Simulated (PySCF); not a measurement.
C₅H₁₃N (SMILES CCN(C)CC)

```tsv
atom	x (Å)	y (Å)	z (Å)
C	-1.8431	-1.4100	0.1780
C	-1.4436	-0.0079	-0.2721
N	-0.1245	0.3598	0.2202
C	0.0356	1.7946	0.3165
C	0.9516	-0.2476	-0.5470
C	2.2345	-0.3654	0.2702
H	-2.8805	-1.6009	-0.0856
H	-1.7320	-1.4911	1.2555
H	-1.2269	-2.1732	-0.2896
H	-2.1605	0.7023	0.1476
H	-1.5061	0.0658	-1.3725
H	1.0039	2.0187	0.7581
H	-0.0264	2.2991	-0.6625
H	-0.7368	2.2018	0.9678
H	0.6368	-1.2521	-0.8336
H	1.1515	0.3187	-1.4754
H	2.6757	0.6079	0.4670
H	2.0185	-0.8458	1.2204
H	2.9625	-0.9653	-0.2706
```

Geometry: GFN2-xTB.

Method: PBE0/def2-SVPD, SCF density, gas phase in PySCF.

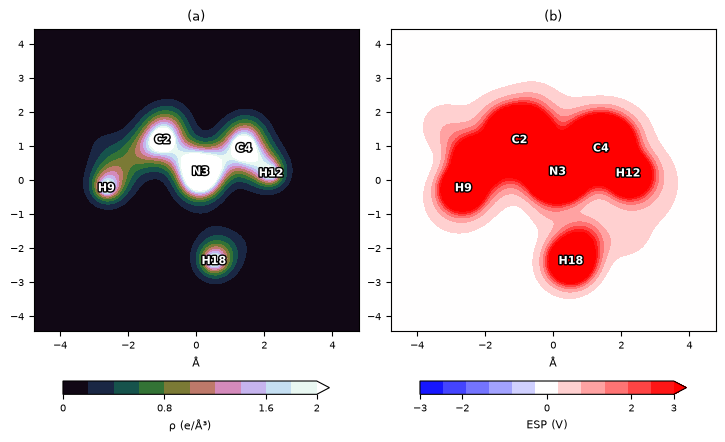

Figure 1. (a) total electron density; (b) electrostatic potential on the plane of atoms N3, C4 and H12.

Question: What does the map show?

Answer:
- The section cuts through C, N and H sites.
- C–N (1.45 Å): ρ is about 2 e/Å³ halfway.
- C–H (1.09 Å): ρ at the midpoint is about 2 e/Å³.
- The potential has no marked negative region in this plane.

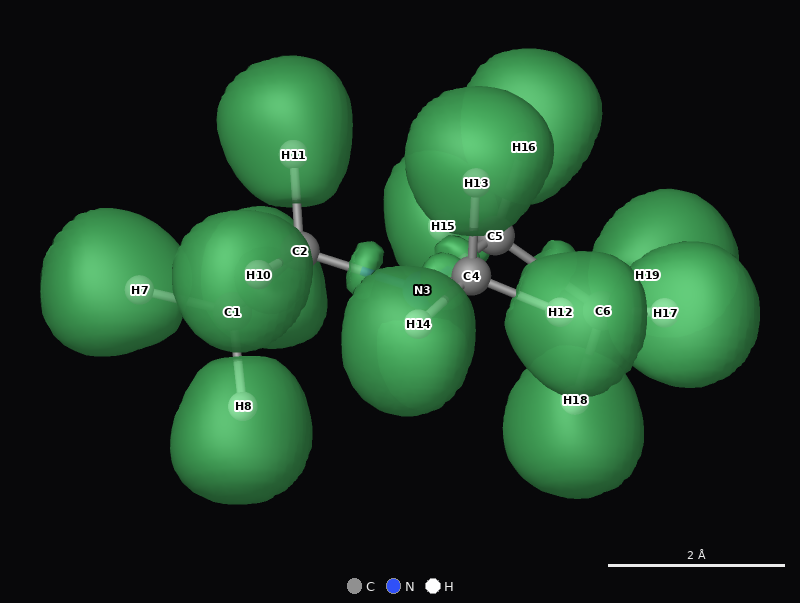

Figure 2. Isosurface of the electron localisation function at 0.85 (green), seen from one side. Core shells and regions of very low density are left out.

Question: What do the ELF domains correspond to?

Answer: At this value the surface marks out two regions between bonded C–C atoms (shared pairs), three regions between bonded C–N atoms (shared pairs), 13 regions around hydrogen nuclei and one lobe on N, pointing away from the bonds (lone pairs).


C–N (1.45 Å): the ELF peaks at about 0.95 between the atoms, as expected for a shared electron pair. C–C (1.53 Å): the ELF peaks at about 0.95 between the atoms (a covalent bond).

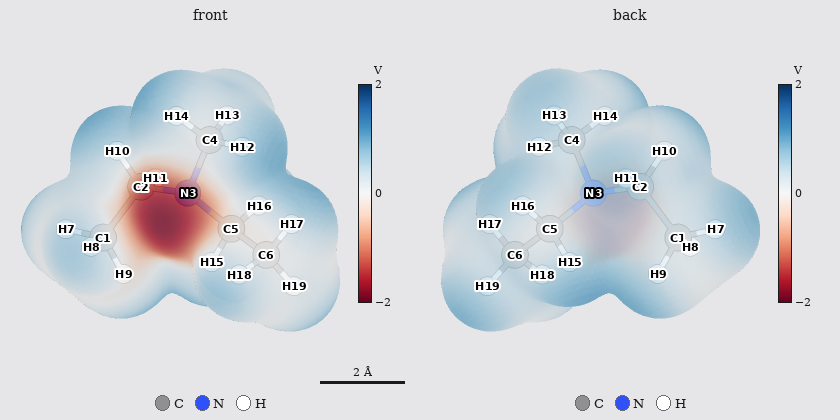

Figure 3. The electrostatic potential painted on the density surface at 0.004 e/bohr³, seen from the front and from behind; red is negative and blue positive.

Question: Describe the electrostatic potential map.

Answer: The most negative region (about −1.8 V) lies over N3, the most positive (about +0.9 V) over the H atoms. N3 is the likeliest acceptor of a hydrogen bond.
